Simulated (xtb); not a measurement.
## Geometry relaxation of SiHSBrClF (part 3 of 3)

Continued. System: SiHSBrClF, SMILES F[Si](S)(Cl)Br. Method: GFN2-xTB (xtb 6.7.1 later snapshot). 

Geometry of the input (Å):
```
F  1.0139  -0.7173  -1.1522
Si -0.3341  -0.1752  -0.2741
S  0.0553  -0.2884  1.7662
Cl -1.8382  -1.1018  -1.0162
Br -0.2924  2.0195  -1.0543
H  1.2524  0.3712  1.7810
```

Log, continued
```
          ...................................................
          :                      SETUP                      :
          :.................................................:
          :  # basis functions                  45          :
          :  # atomic orbitals                  41          :
          :  # shells                           15          :
          :  # electrons                        32          :
          :  max. iterations                   250          :
          :  Hamiltonian                  GFN2-xTB          :
          :  restarted?                      false          :
          :  GBSA solvation                  false          :
          :  PC potential                    false          :
          :  electronic temp.          300.0000000     K    :
          :  accuracy                    1.0000000          :
          :  -> integral cutoff          0.2500000E+02      :
          :  -> integral neglect         0.1000000E-07      :
          :  -> SCF convergence          0.1000000E-05 Eh   :
          :  -> wf. convergence          0.1000000E-03 e    :
          :  Broyden damping             0.4000000          :
          :  net charge                          0          :
          :  unpaired electrons                  0          :
          ...................................................

 iter      E             dE          RMSdq      gap      omega  full diag
   1    -19.0578913 -0.190579E+02  0.198E-04    5.20       0.0  T
   2    -19.0578913 -0.202576E-10  0.191E-04    5.20     214.2  T
   3    -19.0578913 -0.209042E-10  0.163E-04    5.20     250.1  T

   *** convergence criteria satisfied after 3 iterations ***

         #    Occupation            Energy/Eh            Energy/eV
      -------------------------------------------------------------
         1        2.0000           -1.1015193             -29.9739
       ...           ...                  ...                  ...
        10        2.0000           -0.5020195             -13.6606
        11        2.0000           -0.4932449             -13.4219
        12        2.0000           -0.4823259             -13.1248
        13        2.0000           -0.4671073             -12.7106
        14        2.0000           -0.4594803             -12.5031
        15        2.0000           -0.4560823             -12.4106
        16        2.0000           -0.4214154             -11.4673 (HOMO)
        17                         -0.2304317              -6.2704 (LUMO)
        18                         -0.2162709              -5.8850
        19                         -0.1936429              -5.2693
        20                         -0.1776376              -4.8338
        21                         -0.1423569              -3.8737
       ...                                ...                  ...
        41                          1.0938814              29.7660
      -------------------------------------------------------------
                  HL-Gap            0.1909837 Eh            5.1969 eV
             Fermi-level           -0.3259235 Eh           -8.8688 eV

 SCC (total)                   0 d,  0 h,  0 min,  0.004 sec
 SCC setup                      ...        0 min,  0.000 sec (  1.094%)
 Dispersion                     ...        0 min,  0.000 sec (  0.338%)
 classical contributions        ...        0 min,  0.000 sec (  0.131%)
 integral evaluation            ...        0 min,  0.001 sec ( 26.480%)
 iterations                     ...        0 min,  0.001 sec ( 25.098%)
 molecular gradient             ...        0 min,  0.002 sec ( 44.287%)
 printout                       ...        0 min,  0.000 sec (  2.257%)

         :::::::::::::::::::::::::::::::::::::::::::::::::::::
         ::                     SUMMARY                     ::
         :::::::::::::::::::::::::::::::::::::::::::::::::::::
         :: total energy             -19.009467802689 Eh    ::
         :: gradient norm              0.000259074016 Eh/a0 ::
         :: HOMO-LUMO gap              5.196931098378 eV    ::
         ::.................................................::
         :: SCC energy               -19.057887983784 Eh    ::
         :: -> isotropic ES            0.040261609183 Eh    ::
         :: -> anisotropic ES         -0.004208963551 Eh    ::
         :: -> anisotropic XC         -0.022655702611 Eh    ::
         :: -> dispersion             -0.006518734422 Eh    ::
         :: repulsion energy           0.048420181095 Eh    ::
         :: add. restraining           0.000000000000 Eh    ::
         :: total charge               0.000000000000 e     ::
         :::::::::::::::::::::::::::::::::::::::::::::::::::::

           -------------------------------------------------
          |                Property Printout                |
           -------------------------------------------------

    * Orbital Energies and Occupations

         #    Occupation            Energy/Eh            Energy/eV
      -------------------------------------------------------------
         1        2.0000           -1.1015193             -29.9739
       ...           ...                  ...                  ...
         4        2.0000           -0.7577060             -20.6182
         5        2.0000           -0.6663594             -18.1326
         6        2.0000           -0.5642207             -15.3532
         7        2.0000           -0.5621941             -15.2981
         8        2.0000           -0.5560458             -15.1308
         9        2.0000           -0.5246344             -14.2760
        10        2.0000           -0.5020195             -13.6606
        11        2.0000           -0.4932449             -13.4219
        12        2.0000           -0.4823259             -13.1248
        13        2.0000           -0.4671073             -12.7106
        14        2.0000           -0.4594803             -12.5031
        15        2.0000           -0.4560823             -12.4106
        16        2.0000           -0.4214154             -11.4673 (HOMO)
        17                         -0.2304317              -6.2704 (LUMO)
        18                         -0.2162709              -5.8850
        19                         -0.1936429              -5.2693
        20                         -0.1776376              -4.8338
        21                         -0.1423569              -3.8737
        22                         -0.0580235              -1.5789
        23                         -0.0524701              -1.4278
        24                         -0.0411380              -1.1194
        25                         -0.0361875              -0.9847
        26                         -0.0317467              -0.8639
        27                         -0.0260202              -0.7080
       ...                                ...                  ...
        41                          1.0938814              29.7660
      -------------------------------------------------------------
                  HL-Gap            0.1909837 Eh            5.1969 eV
             Fermi-level           -0.3259235 Eh           -8.8688 eV

     #   Z          covCN         q      C6AA      α(0)
     1   9          0.708    -0.234    11.601     4.022
     2  14          3.215     0.610   132.769    24.102
     3  16          1.805    -0.288   153.495    20.853
     4  17          0.814    -0.170   104.394    15.630
     5  35          0.844    -0.094   187.398    22.071
     6   1          0.923     0.177     1.223     1.730

 Mol. C6AA /au·bohr⁶  :       2690.026098
 Mol. C8AA /au·bohr⁸  :     139836.563629
 Mol. α(0) /au        :         88.408030

Wiberg/Mayer (AO) data.
largest (>0.10) Wiberg bond orders for each atom

 ---------------------------------------------------------------------------
     #   Z sym  total        # sym  WBO       # sym  WBO       # sym  WBO
 ---------------------------------------------------------------------------
     1   9      1.240 --     2      1.102
     2  14      4.366 --     4      1.134     5      1.121     1      1.102
                             3      0.989
     3  16      2.120 --     2      0.989     6      0.945
     4  17      1.298 --     2      1.134
     5  35      1.301 --     2      1.121
     6   1      0.969 --     3      0.945
 ---------------------------------------------------------------------------

Topologies differ in total number of bonds
Writing topology from bond orders to xtbtopo.mol

molecular dipole:
                 x           y           z       tot (Debye)
 q only:        0.272       0.437       0.188
   full:       -0.127      -1.327       0.280       3.462
molecular quadrupole (traceless):
                xx          xy          yy          xz          yz          zz
 q only:        0.706      -0.276      -0.094       1.896       0.489      -0.612
  q+dip:        8.302       3.384      -8.334       3.829       7.646       0.032
   full:        8.321       3.835      -8.733       4.274       7.512       0.412

           -------------------------------------------------
          |                Geometry Summary                 |
           -------------------------------------------------

      molecular mass/u    :      195.5130954
   center of mass at/Å    :       -0.3854951       0.4797441      -0.4557228
  moments of inertia/u·Å² :        0.2848782E+03   0.4508529E+03   0.5723438E+03
rotational constants/cm⁻¹ :        0.5917487E-01   0.3739054E-01   0.2945368E-01

 * 5 selected distances

     #   Z          #   Z                                           value/Å
     1   9          2  14                                         1.6033674
     2  14          3  16                                         2.1357054
     2  14          4  17                                         1.9863778
     2  14          5  35                                         2.1927949 (max)
     3  16          6   1                                         1.3289973 (min)

 * 5 distinct bonds (by element types)

   Z      Z             #   av. dist./Å        max./Å        min./Å
   9 F   14 Si          1     1.6033674     1.6033674     1.6033674
   1 H   16 S           1     1.3289973     1.3289973     1.3289973
  14 Si  16 S           1     2.1357054     2.1357054     2.1357054
  14 Si  17 Cl          1     1.9863778     1.9863778     1.9863778
  14 Si  35 Br          1     2.1927949     2.1927949     2.1927949

optimized geometry written to: xtbopt.xyz

           -------------------------------------------------
          | TOTAL ENERGY              -19.009467802689 Eh   |
          | GRADIENT NORM               0.000259074016 Eh/α |
          | HOMO-LUMO GAP               5.196931098378 eV   |
           -------------------------------------------------

------------------------------------------------------------------------
------------------------------------------------------------------------
 total:
 *  cpu-time:     0 d,  0 h,  0 min,  0.090 sec
 * ratio c/w:     1.000 speedup
 SCF:
 *  cpu-time:     0 d,  0 h,  0 min,  0.010 sec
 * ratio c/w:     1.000 speedup
 ANC optimizer:
 *  cpu-time:     0 d,  0 h,  0 min,  0.072 sec
 * ratio c/w:     1.000 speedup
```

Standard error
```
normal termination of xtb
```

Trajectory as extended XYZ (Å, eV, eV/Å), 11 frames, from step=0 to step=10
```
6
Properties=species:S:1:pos:R:3 step=0 energy=-516.96339
F     1.0139   -0.7173   -1.1522
Si   -0.3341   -0.1752   -0.2741
S     0.0553   -0.2884    1.7662
Cl   -1.8382   -1.1018   -1.0162
Br   -0.2924    2.0195   -1.0543
H     1.2524    0.3712    1.7810
6
Properties=species:S:1:pos:R:3 step=1 energy=-517.10060
F     1.0161   -0.7199   -1.1347
Si   -0.3135   -0.1600   -0.2912
S     0.0582   -0.2887    1.7682
Cl   -1.8462   -1.1068   -1.0076
Br   -0.2925    2.0170   -1.0414
H     1.2349    0.3664    1.7570
6
Properties=species:S:1:pos:R:3 step=2 energy=-517.25778
F     1.0121   -0.7120   -1.0988
Si   -0.2664   -0.1193   -0.3472
S     0.0653   -0.2873    1.7616
Cl   -1.8710   -1.1239   -0.9828
Br   -0.2896    1.9972   -1.0185
H     1.2065    0.3532    1.7359
6
Properties=species:S:1:pos:R:3 step=3 energy=-517.26603
F     1.0140   -0.7076   -1.0960
Si   -0.2723   -0.1170   -0.3497
S     0.0600   -0.2857    1.7584
Cl   -1.8723   -1.1261   -0.9835
Br   -0.2893    1.9928   -1.0186
H     1.2168    0.3517    1.7396
6
Properties=species:S:1:pos:R:3 step=4 energy=-517.27163
F     1.0189   -0.6963   -1.0897
Si   -0.2800   -0.1107   -0.3569
S     0.0505   -0.2784    1.7519
Cl   -1.8748   -1.1311   -0.9799
Br   -0.2891    1.9831   -1.0193
H     1.2313    0.3414    1.7442
6
Properties=species:S:1:pos:R:3 step=5 energy=-517.27248
F     1.0217   -0.6930   -1.0897
Si   -0.2812   -0.1109   -0.3577
S     0.0482   -0.2760    1.7500
Cl   -1.8749   -1.1313   -0.9766
Br   -0.2884    1.9808   -1.0189
H     1.2315    0.3383    1.7432
6
Properties=species:S:1:pos:R:3 step=6 energy=-517.27352
F     1.0277   -0.6869   -1.0913
Si   -0.2808   -0.1127   -0.3600
S     0.0440   -0.2721    1.7460
Cl   -1.8753   -1.1304   -0.9671
Br   -0.2862    1.9768   -1.0171
H     1.2275    0.3332    1.7398
6
Properties=species:S:1:pos:R:3 step=7 energy=-517.27374
F     1.0302   -0.6851   -1.0928
Si   -0.2786   -0.1136   -0.3615
S     0.0414   -0.2702    1.7445
Cl   -1.8753   -1.1300   -0.9619
Br   -0.2865    1.9769   -1.0174
H     1.2257    0.3299    1.7394
6
Properties=species:S:1:pos:R:3 step=8 energy=-517.27390
F     1.0318   -0.6839   -1.0936
Si   -0.2764   -0.1131   -0.3632
S     0.0383   -0.2683    1.7436
Cl   -1.8750   -1.1303   -0.9578
Br   -0.2886    1.9785   -1.0201
H     1.2267    0.3251    1.7414
6
Properties=species:S:1:pos:R:3 step=9 energy=-517.27395
F     1.0328   -0.6827   -1.0938
Si   -0.2757   -0.1119   -0.3640
S     0.0364   -0.2675    1.7429
Cl   -1.8746   -1.1309   -0.9552
Br   -0.2899    1.9796   -1.0229
H     1.2278    0.3214    1.7432
6
Properties=species:S:1:pos:R:3 step=10 energy=-517.27397
F     1.0331   -0.6818   -1.0937
Si   -0.2755   -0.1104   -0.3644
S     0.0358   -0.2680    1.7427
Cl   -1.8742   -1.1315   -0.9535
Br   -0.2903    1.9804   -1.0252
H     1.2280    0.3194    1.7445
```

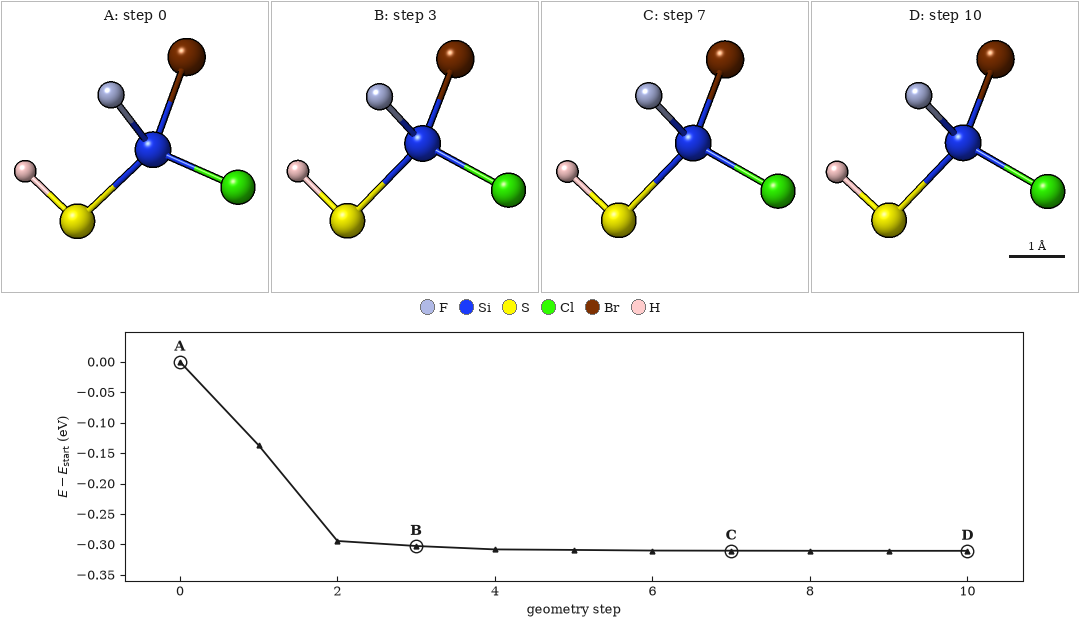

Fig. 1: Frames of the relaxation (ball-and-stick view, seen at a tilt) above the curves, on which the letters mark them (steps are counted from 0).

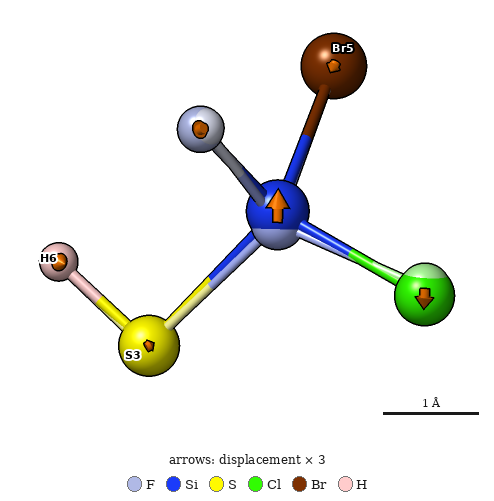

Fig. 2: Start (faint) and end (solid) with the displacements as orange arrows, magnified 3 times (ball-and-stick view, seen at a tilt). The two geometries are laid on each other by the best rigid fit. After 10 geometry steps the energy has fallen by 0.311 eV. The atom that moves furthest after the best rigid fit is Si2 (0.13 Å). Largest moves by element: Si 0.13 Å, Cl 0.08 Å, F 0.07 Å, H 0.07 Å, Br 0.05 Å, S 0.04 Å. Among the contacts that change: Si2–Br5 2.330 → 2.193 Å, F1–Si2 1.698 → 1.603 Å, Si2–Cl4 1.916 → 1.986 Å, Si2–S3 2.080 → 2.136 Å. Among the angles that change: S3–Si2–Cl4 120.0° → 111.8°, F1–Si2–Br5 96.5° → 102.0°, F1–Si2–Cl4 105.6° → 109.8°. (Atoms are counted from 1 in the order of the input.)

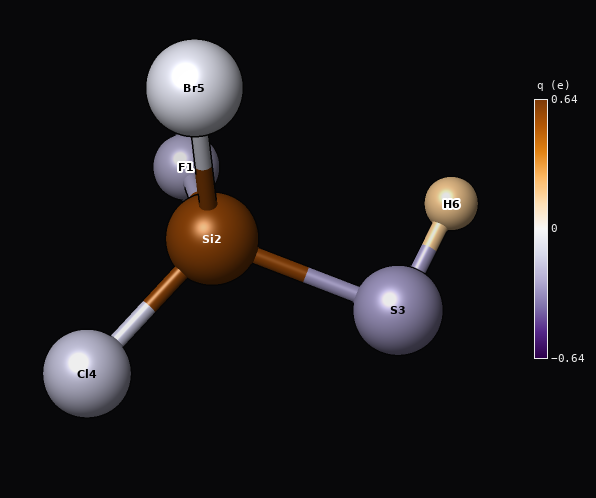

Fig. 3: Mulliken charges, as the colour of each atom (ball-and-stick view, seen at an oblique angle; atoms are numbered from 1 in the order of the input). By element: F −0.23, Si +0.61, S −0.29, Cl −0.17, Br −0.09 and H +0.18 e.

Summary

```tsv
quantity	value
outcome	converged
electrons treated	32
total energy	−19.009468 hartree
dispersion energy	−0.006519 hartree
basis functions	45
HOMO	−11.47 eV
LUMO	−6.27 eV
dipole moment	3.46 D
hardware	1 thread of Arm Neoverse V1, 24 GiB of memory available, shared host
peak memory	0.073 GiB
```

Settings chosen away from the usual ones: method = gfn2-xtb; task = optimise; x = {"model_hessian": "lindh"}; opt_level = tight; partner = base.
